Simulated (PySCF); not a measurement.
**C₄H₇BO₂Si: electronic excitations**

Aim: predict the electronic excitations of C₄H₇BO₂Si (`BC1=CC=CO[SiH2]O1`).

Programs: PySCF 2.14.0, with density-fitted response routines of our own. Each step states its level of theory. These are calculated values for one molecule in the gas phase, unless marked as measured. Atoms are numbered from 0 throughout.

## Step 1: The starting structure

15 atoms, charge 0, multiplicity 1; geometry from: GFN2-xTB.

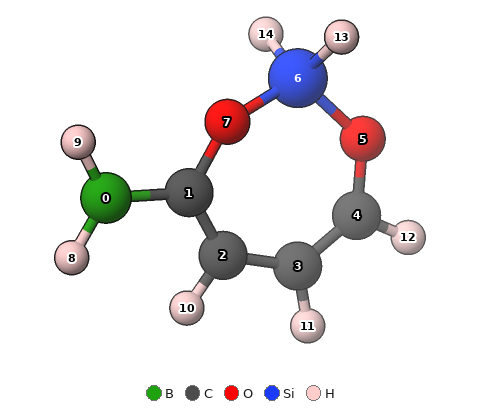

The starting geometry (boron green, carbon dark grey, oxygen red, silicon blue, hydrogen pink), atoms numbered; sticks join atoms by distance.

## Step 2: Ultraviolet spectrum: PBE0/def2-SVPD

Job settings and geometry (Å):

```
{"job": {"kind": "uv", "xc": "PBE0", "basis": "def2-SVPD", "nstates": 8, "ntriplets": 3}, "charge": 0, "multiplicity": 1}
B      2.667598    -0.349452     0.045058
C      1.148246    -0.129716     0.093639
C      0.579155     1.036857    -0.321997
C     -0.780474     1.489757    -0.399194
C     -1.952121     0.870423    -0.161801
O     -2.184394    -0.377197     0.236364
Si    -1.131823    -1.620897     0.462578
O      0.403445    -1.162308     0.605790
H      3.361521     0.514012    -0.323424
H      3.112126    -1.375605     0.379354
H      1.292537     1.775285    -0.662552
H     -0.879399     2.517490    -0.725109
H     -2.875084     1.426440    -0.297487
H     -1.476334    -2.150181     1.766009
H     -1.289413    -2.456918    -0.719141
```

With the program's defaults for keys left out, this is: TDDFT PBE0/def2-SVPD, vertical, gas phase, core orbitals frozen in the response.

Command:

```bash
> OMP_NUM_THREADS=1 python probes_run.py task.json out
```

The driver reads the jobs from task.json and runs them one after another.

What will the session give for the following? lowest singlet (PBE0/def2-SVPD); lowest triplet. Wanted: lowest singlet; lowest triplet.

As calculated:

| quantity | value |
| --- | --- |
| lowest singlet (PBE0/def2-SVPD) | 3.82 eV (325 nm), f = 0.335 |
| lowest triplet | 2.14 eV |

What this shows: The lowest singlet, at 3.82 eV, is HOMO→LUMO 0.98 and is bright. The lowest triplet lies 1.68 eV below the lowest singlet (triplets in Tamm-Dancoff, singlets in full TDDFT).
